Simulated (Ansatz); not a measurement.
# MoS2 (fluorite): one cell under locks on the spin (series 3), part 2 of 2

Aim: hold or release the moments of MoS2 (fluorite) in several ways at one fixed cell, and compare the energies. Cell and atoms stay fixed. The cell was built by placing the elements on the sites of a structure type; the runs don't test whether it is the stable form.

Ansatz 0.2.0; DFT LDA+U (U = 3 eV, J = 0.7 eV on Mo d), plane waves, PAW. The steps go on from the part before.

## 4. Total moment held at first, then free, 1.00 μB per cell

The input, input.yaml:

```yaml
crystal:
  lattice:
    - [0.0, 2.99595142, 2.99595142]
    - [2.99595142, 0.0, 2.99595142]
    - [2.99595142, 2.99595142, 0.0]
  atoms:
    - { symbol: Mo, position: [0.0, 0.0, 0.0], spin: 1.0 }
    - { symbol: S, position: [0.25, 0.25, 0.25] }
    - { symbol: S, position: [0.75, 0.75, 0.75] }
basis:
  ecutwfc: 420
  ecutrho_ratio: 4
kpoints:
  mp_grid: { grid: [6, 6, 6] }
hamiltonian:
  xc: lda
  hubbard: { sites: [{ site: 0, l: d, u: 3.0, j: 0.7 }] }
scf:
  occupations: { method: gaussian, width: 0.05 }
  lower_state_search: "off"
  max_iter: 150
output:
  forces: true
  stress: true
  eigenvalues: true
  populations: true
  hubbard: { sites: [{ site: 0, l: d }] }
magnetization:
  spin_polarized: true
  initial_magnetization: 1.0
  spin_locking: { lock_magnetization: soft, n_iters: 6 }
```

The lock is temporary (n_iters 6) and is released on the way.

Run with:

```bash
$ ansatz run input.yaml --threads 2 --pin off --max-ram 3072MiB --backend cpu --events-out ev --progress --plain --runs-dir out
```

Standard output:

```text
Warning: output.stress: scf.convergence.dr2_threshold = 1e-7 eV (the SCF's general default) is looser than the 3e-10 eV advised for a printed stress (1e-10 eV for each atom of the cell: 3). What an SCF threshold leaves in a stress goes as its square root, and in the free energy as the threshold itself, and one threshold admits the most on a small cell: of the crystals measured, under no hybrid functional and no lock of the moments, on runs that ended without the residual-converged pass, on stresses that held no estimate of that error, the worst erred by over 100 MPa in a component at 1e-7 eV an atom and by under 5 at 1e-10. Set scf.convergence.dr2_threshold to 3e-10 eV or tighter. The threshold is an SCF's pass mark: one that does not reach it within its budget of iterations ends unconverged, or closes short of it on a stop that the run arms, and scf.convergence.dr2_threshold's page says what that costs each kind of run
Warning: RAYON_NUM_THREADS=2 ignored (pool sized by the plan → 2); use --threads N
Mo: projections on atomic orbitals take those of the free atom [Ar 3d10] 4s2 4p6 4d5 5s1, of charge +0.00 (hamiltonian.pseudopotentials.projection_atoms); the dataset's partial waves leave at most 6.0e-6 of an orbital's norm unspanned inside its sphere
S: projections on atomic orbitals take those of the free atom [Ne] 3s2 3p4, of charge +0.00 (hamiltonian.pseudopotentials.projection_atoms); the dataset's partial waves leave at most 1.6e-7 of an orbital's norm unspanned inside its sphere
Engine: ansatz 0.2.0, aarch64-unknown-linux-gnu
Pseudopotentials: kind: paw
Pseudopotential: Mo, paw, valence charge 14, recommended cutoff 420 eV (normal), Mo.paw.azcp
Pseudopotential: S, paw, valence charge 6, recommended cutoff 420 eV (normal), S.paw.azcp
Functional definition: SPW92
  exchange = slater_x
  correlation = pw_c
Crystal: 3 atoms, lattice volume = 53.782 Å³
Basis set: ecut = 420 eV, 1067 PW (Γ)
Bands: 18, of which v1, the nominal top of the filled ones, is band 13 counted from 1 (12 counted from 0)
Symmetry: 48 space group operations
Space group: Fm-3m (ITA 225), of the structure as read, at distance tolerance 3.8e-5 Å
Magnetic group: BNS 225.116 (UNI 1618), of the structure as read, at distance tolerance 3.8e-5 Å
k-points: 16 of 216
Non-local potential: Mo, projectors of the file, l = 0: 3, l = 1: 2, l = 2: 2, l = 3: 1
Non-local potential: S, projectors of the file, l = 0: 2, l = 1: 2, l = 2: 2
PAW form: soft (Blöchl's): semilocal exchange-correlation on the pseudo side does not see the compensation charge
PAW frozen core: Mo, regenerated for the run's functional, and the local potential with it (the file was generated under x = pbe(κ = 0.804, μ = 0.2195149727645171), c = pbe(β = 0.06672455060314922))
PAW frozen core: S, regenerated for the run's functional, and the local potential with it (the file was generated under x = pbe(κ = 0.804, μ = 0.2195149727645171), c = pbe(β = 0.06672455060314922))
PAW one-centre angular grid: Mo, 590 points (default); XC on 64 Gauss nodes
PAW one-centre angular grid: S, 110 points (default); XC on 64 Gauss nodes
Initial density: superposition of atomic densities (chi_scale 0.1, normalization cell)
Starting moments: Σ|m| = 1 μB on 1 of 3 sites
Initial wavefunctions: pseudopotential atomic-orbital guess
Functional: x = slater, c = lda
SCF iter   1: F=—  HF=-6581.493975 eV  |F-HF|=—  |Δ(HF+E_count)|=         —  Δρ=5.65e-2 (↑5.65e-2 ↓4.54e-2)  dr2=9.23e0  dr2_m=1.13e-1  M=1.000 μB ∫|m|=1.117 μB  β_m=0.30  ethr=3.10e-3  ⟨swp⟩=5.7  Hψ=3064  notcnv=0
preconditioner: auto → Kerker (q_TF=auto, 2.417 Å⁻¹)  [metal: Δε(μ)=0.017 eV  Ē_g=8.719 eV  σ=0.050 eV  W_gap=0.19  n_scr=14 (ndim 8)  ℏωp=21.5 eV  f_vac=0.000  D(μ)=7.62/eV (n_scr^D=112)]
spin=Collinear: Kerker preconditioning applied to the charge; magnetization (m = ρ↑ − ρ↓) channel mixes plain (no charge-response kernel on spin).
SCF iter   2: F=—  HF=-6580.131455 eV  |F-HF|=—  |Δ(HF+E_count)|=    1.36e0  Δρ=2.61e-2 (↑2.61e-2 ↓2.54e-2)  dr2=1.68e0  dr2_m=5.92e-2  M=1.000 μB ∫|m|=1.266 μB  β_m=0.41  ethr=3.10e-3  ⟨swp⟩=3.6  Hψ=1371  notcnv=0  defer=10
SCF iter   3: F=—  HF=-6580.030501 eV  |F-HF|=—  |Δ(HF+E_count)|=   1.01e-1  Δρ=1.53e-2 (↑1.53e-2 ↓1.02e-2)  dr2=2.49e-1  dr2_m=2.86e-2  M=1.000 μB ∫|m|=1.431 μB  β_m=0.71  ethr=3.10e-3  ⟨swp⟩=2.3  Hψ=1052  notcnv=0  defer=11
SCF iter   4: F=—  HF=-6580.251774 eV  |F-HF|=—  |Δ(HF+E_count)|=   2.21e-1  Δρ=1.55e-2 (↑1.35e-2 ↓1.55e-2)  dr2=8.74e-1  dr2_m=1.96e-3  M=1.000 μB ∫|m|=1.472 μB  β_m=0.67  ethr=9.57e-4  ⟨swp⟩=3.1  Hψ=1299  notcnv=0  defer=12  recentre
SCF iter   5: F=—  HF=-6580.103560 eV  |F-HF|=—  |Δ(HF+E_count)|=   1.48e-1  Δρ=7.31e-3 (↑7.31e-3 ↓5.44e-3)  dr2=5.75e-2  dr2_m=7.06e-3  M=1.000 μB ∫|m|=1.485 μB  β_m=0.66  ethr=9.57e-4  ⟨swp⟩=3.1  Hψ=1178  notcnv=0  defer=13
SCF iter   6: F=—  HF=-6580.132039 eV  |F-HF|=—  |Δ(HF+E_count)|=   2.85e-2  Δρ=2.40e-3 (↑1.82e-3 ↓2.40e-3)  dr2=3.08e-3  dr2_m=1.42e-3  M=1.000 μB ∫|m|=1.588 μB  β_m=0.82  ethr=2.21e-4  ⟨swp⟩=2.1  Hψ=908  notcnv=0  defer=13
SCF iter   7: F=—  HF=-6580.137027 eV  |F-HF|=—  |Δ(HF+E_count)|=   4.99e-3  Δρ=7.21e-4 (↑3.84e-4 ↓7.21e-4)  dr2=7.55e-4  dr2_m=5.24e-5  M=1.000 μB ∫|m|=1.638 μB  β_m=0.89  ethr=1.18e-5  ⟨swp⟩=2.2  Hψ=1017  notcnv=0  defer=13
SCF iter   8: F=—  HF=-6580.137088 eV  |F-HF|=—  |Δ(HF+E_count)|=   6.13e-5  Δρ=2.36e-4 (↑1.37e-4 ↓2.36e-4)  dr2=1.28e-4  dr2_m=2.54e-6  M=1.000 μB ∫|m|=1.652 μB  β_m=0.94  ethr=2.91e-6  ⟨swp⟩=1.5  Hψ=649  notcnv=0  defer=13
SCF iter   9: F=—  HF=-6580.137077 eV  |F-HF|=—  |Δ(HF+E_count)|=   1.14e-5  Δρ=6.42e-5 (↑4.39e-5 ↓6.42e-5)  dr2=1.05e-5  dr2_m=2.10e-7  M=1.000 μB ∫|m|=1.656 μB  β_m=0.97  ethr=4.93e-7  ⟨swp⟩=1.4  Hψ=641  notcnv=0  defer=13
SCF iter  10: F=—  HF=-6580.580723 eV  |F-HF|=—  |Δ(HF+E_count)|=         —  Δρ=1.56e-2 (↑1.17e-2 ↓1.56e-2)  dr2=1.72e-1  dr2_m=7.31e-2  M=1.861 μB ∫|m|=1.942 μB  β_m=0.97  ethr=4.04e-8  ⟨swp⟩=2.0  Hψ=700  notcnv=0  defer=13
Mixer restart at iter 10: flushing history
magnetisation lock released at iteration 10: constraint 0 (total_moment) let go, since its count of iterations ended; one Fermi level fills both spin channels from this iteration on; total moment +1.000 μB on the last held iteration's output density and +1.000 μB on this iteration's input density, against a target of +1.000 μB; at the last held iteration this SCF's convergence gates had not closed, dr2 furthest over its threshold, at 1.1e-5 eV against 1.0e-7 eV (among their readings dr2 stood at 1.1e-5 eV, dr2_m at 2.1e-7 eV, against a threshold of 1.0e-7 eV): the hold had not settled, and a moment that is lost after this release does not show that the target's state does not exist
SCF iter  11: F=—  HF=-6580.692923 eV  |F-HF|=—  |Δ(HF+E_count)|=   1.12e-1  Δρ=8.46e-3 (↑8.46e-3 ↓6.58e-3)  dr2=1.99e-1  dr2_m=1.34e-3  M=1.861 μB ∫|m|=1.949 μB  β_m=0.85  ethr=6.63e-4  ⟨swp⟩=2.3  Hψ=1015  notcnv=0  defer=13
SCF iter  12: F=—  HF=-6580.673553 eV  |F-HF|=—  |Δ(HF+E_count)|=   1.94e-2  Δρ=5.80e-3 (↑3.00e-3 ↓5.80e-3)  dr2=6.22e-2  dr2_m=3.20e-3  M=1.970 μB ∫|m|=2.045 μB  β_m=0.80  ethr=6.63e-4  ⟨swp⟩=2.4  Hψ=1101  notcnv=0  defer=12
SCF iter  13: F=—  HF=-6580.670537 eV  |F-HF|=—  |Δ(HF+E_count)|=   3.02e-3  Δρ=2.49e-3 (↑1.30e-3 ↓2.49e-3)  dr2=9.60e-3  dr2_m=8.01e-4  M=1.967 μB ∫|m|=2.053 μB  β_m=0.90  ethr=2.39e-4  ⟨swp⟩=1.4  Hψ=630  notcnv=0  defer=12
SCF iter  14: F=—  HF=-6580.670432 eV  |F-HF|=—  |Δ(HF+E_count)|=   1.05e-4  Δρ=6.22e-4 (↑2.74e-4 ↓6.22e-4)  dr2=5.45e-4  dr2_m=4.90e-5  M=1.967 μB ∫|m|=2.063 μB  β_m=0.95  ethr=3.69e-5  ⟨swp⟩=1.4  Hψ=629  notcnv=0  defer=12
SCF iter  15: F=—  HF=-6580.670438 eV  |F-HF|=—  |Δ(HF+E_count)|=   5.96e-6  Δρ=1.12e-4 (↑3.82e-5 ↓1.12e-4)  dr2=1.48e-5  dr2_m=1.60e-6  M=1.966 μB ∫|m|=2.069 μB  β_m=0.98  ethr=2.10e-6  ⟨swp⟩=1.6  Hψ=667  notcnv=0  defer=12
SCF iter  16: F=—  HF=-6580.670440 eV  |F-HF|=—  |Δ(HF+E_count)|=   2.49e-6  Δρ=2.20e-5 (↑8.45e-6 ↓2.20e-5)  dr2=5.25e-7  dr2_m=6.29e-8  M=1.966 μB ∫|m|=2.070 μB  β_m=0.99  ethr=5.68e-8  ⟨swp⟩=2.0  Hψ=879  notcnv=0  defer=12
SCF iter  17: F=-6580.670441 eV  HF=-6580.670441 eV  |F-HF|=5.76e-9  |Δ(HF+E_count)|=   1.78e-7  Δρ=2.65e-6 (↑1.92e-6 ↓2.65e-6)  dr2=1.51e-8  dr2_m=6.12e-10  M=1.966 μB ∫|m|=2.071 μB  ethr=3.85e-10  ⟨swp⟩=5.1  Hψ=2317  notcnv=0
SCF 1 converged in 17 iterations: F = -6580.670441 eV  dr2 = 1.51e-8
SCF converged after 17 iterations
Magnetization: 1.9660 μB (13.9830 up, 12.0170 down)
Absolute magnetization: 2.0718 μB (∫|ρ↑−ρ↓|, with the PAW one-centre terms)
Spin contamination: 0.0226 ħ² per cell (⟨S²⟩ above its minimum at these occupations)
Per-site moments (μB) at R_I (Å): [(1.4488240179896084, 1.0702601407674257), (-0.00378939127084862, 1.070260140767426), (-0.0037893912708486647, 1.0702601407674257)]
--- Magnetisation constraints (ε_frz = 1.0e-4 eV) ---
  site  kind          target   achieved (μB)  |Δ|max (μB)  g (eV/μB)  λ_eff  esc  ok  flags
  cell  total_moment  +1.0000  +1.9660        9.66e-1      +0.00e0    0.000  0    —   released
Free energy (F): -6580.670441 eV
Harris-Foulkes:  -6580.670441 eV  (|F-HF|=5.76e-9)
Internal energy: -6580.668150 eV  (E = F + TS)
E sigma→0 (E₀):  -6580.669295 eV
Entropy (-TS):   -0.002291 eV (-0.764 meV/atom)
Fermi energy:    11.490888 eV
--- Per-component energies (eV) ---
  E_band       = -152.487546
  E_kinetic    = 653.653079
  E_local      = -1447.518088  (includes V_loc(G=0)·N_el)
  E_nonlocal   = 207.543525
  E_hartree    = 498.518726
  E_xc         = -373.983390
  E_vxc        = -402.924108  (∫ρ·V_xc dr)
  E_hubbard    = 1.762469  (on-site DFT+U / exact-exchange correction)
  E_vhub       = -2.068373  (the Hubbard potential's part of the band-sum identity)
  E_paw        = -4226.928475  (= ΣΔE_a)
  E_vpaw       = -158.207711  (= ΣTr[D̂ρ^β])
  E_aug_tail   = 0.000032  (compensation charges beyond the density's cutoff)
  E_ewald      = -1894.495239
  E_core_change = 0.779211  (= ΣΔE_core)
  E_smearing   = -0.002291  (= −TS)
  E_closure    = 0.000000  (closes the sum)
  Σ components = -6580.670441   (vs F -6580.670441, Δ=0.00e0)
--- DFT+U+J on-site energies (Liechtenstein; fll double counting; per corrected site; eV) ---
  site 0 (l=d): U=3.0000  J=0.7000  Tr N=4.8638  E_int=26.859906  E_dc=25.097438  E_U=1.762469
--- Forces (eV/Å), atoms counted from 1 ---
  atom   1  Mo    -0.00000000     0.00000000     0.00000000
  atom   2  S      0.00000000     0.00000000     0.00000000
  atom   3  S     -0.00000000    -0.00000000    -0.00000000
  max |Σ_I F_I| component: 9.25e-18 eV/Å
--- Stress (GPa, compression-positive) ---
       -7.392169       0.000000       0.000000
        0.000000      -7.392169       0.000000
        0.000000       0.000000      -7.392169
  P = ⅓ Tr σ = -7.3922 GPa (-73.922 kbar)
--- Band table (eV; the first three rows and the last of 32) ---
  k-point 0 ↑: bands = ["-51.0399", "-25.1763", "-25.1763", "-25.1763", "-4.0666", "0.1552", "5.0460", "5.0460", "5.0460", "7.7852", "7.7852", "10.2921", "10.2921", "10.2921", "14.2785", "14.2785", "14.2785", "15.5556"]
  k-point 1 ↑: bands = ["-51.0396", "-25.1829", "-25.1773", "-25.1773", "-3.8078", "-0.3266", "5.2229", "5.2229", "5.8127", "7.5110", "7.5110", "9.3490", "10.2949", "10.2949", "12.8073", "13.7980", "13.7980", "16.5559"]
  k-point 2 ↑: bands = ["-51.0390", "-25.1959", "-25.1793", "-25.1793", "-3.1241", "-1.2218", "5.5243", "5.5243", "7.1609", "7.4304", "7.4304", "7.8150", "9.5546", "9.5546", "11.8091", "13.7523", "13.7523", "17.3462"]
  k-point 15 ↓: bands = ["-49.9968", "-24.0850", "-24.0753", "-24.0704", "-2.0780", "-1.7243", "4.4814", "5.4793", "6.7490", "8.0032", "8.6270", "11.4694", "12.0669", "12.4681", "12.5999", "13.1098", "14.4082", "16.9841"]
Occupation matrices written to <dir>
--- Löwdin populations: 3 sites ---
  site symbol       q [e]    m [muB]
     0     Mo     13.4162     1.9700
     1      S      6.2058    -0.0215
     2      S      6.2058    -0.0215
  spilling = 0.006621 (of n_electrons = 26.000000)
--- Occupation matrices: 1 shell (run DFT+U table (all-electron-ortho-atomic); ε = 4.09e-3) ---
  Mo0 d_4D: site group Oh (m-3m)
  Mo0 d_4D up     Tr n = 3.3984  λ = 0.489 0.489 0.489 0.966 0.966  [3× xz 0.33 (T2g 1.00) T2g(1.00) | 2× z2 0.50 (Eg 1.00) Eg(1.00)]
  Mo0 d_4D dn     Tr n = 1.4653  λ = 0.102 0.102 0.420 0.420 0.420  [2× z2 0.50 (Eg 1.00) Eg(1.00) | 3× xz 0.33 (T2g 1.00) T2g(1.00)]
  Tr n, λ and their labels are of the run-group-symmetrised matrices; stabiliser: 48 of 96 elements of G0×{1,Θ} (closed), max defect 1.9e-15 at τ = 8.7e-4
```

Wall time 4.2 s (2 threads of Arm Neoverse N1, shared host); peak memory 0.35 GiB.

Result: no gap, pressure -7.4 GPa, moments in spheres Mo 1.45 μB, largest force component 0.00 eV/Å, 48 symmetry operations imposed.

The shells' filling, with natural orbitals sorted by occupation:

```tsv
shell	channel	electrons	over 0.8	0.2 to 0.8	under 0.2
Mo 4d (atom 1)	up	3.40	2	3	0
Mo 4d (atom 1)	down	1.47	0	3	2
```

## 5. The states in order of energy

This closing draws on all 2 parts.

Energies count from the lowest free state and have the smearing extrapolated to zero.

| start | energy (meV/atom) | gap (eV) | pressure (GPa) | largest moment (μB) | SCF cycles | time |
| --- | --- | --- | --- | --- | --- | --- |
| total moment held at first, then free, 1.00 μB per cell | 0.0 | metal | -7.4 | 1.45 | 17 | 4.2 s |
| ferromagnetic start, free, symmetry kept, no search (earlier series) | 0.0 | metal | -7.4 | 1.45 | 15 | 4 s |
| total moment locked, 1.80 μB per cell [held] | 12.6 | metal | -8.0 | 1.39 | 19 | 4.8 s |
| no spin polarisation | 323.5 | metal | -14.3 | 0.00 | 8 | 2.1 s |

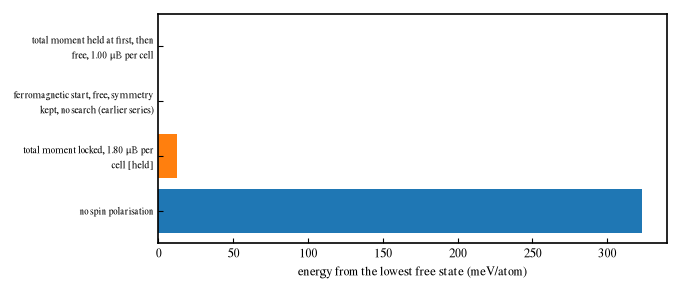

Energy of each end state; held states orange.

The 2 free runs end within about 1 meV/atom of each other. Without spin polarisation the energy is 323 meV/atom higher. The cheapest of the held states, «total moment locked, 1.80 μB per cell», lies +13 meV/atom from the lowest free state; part of that can come from another filling of the orbitals. The lowest state found need not be the ground state, and the geometry wasn't relaxed for any of them.
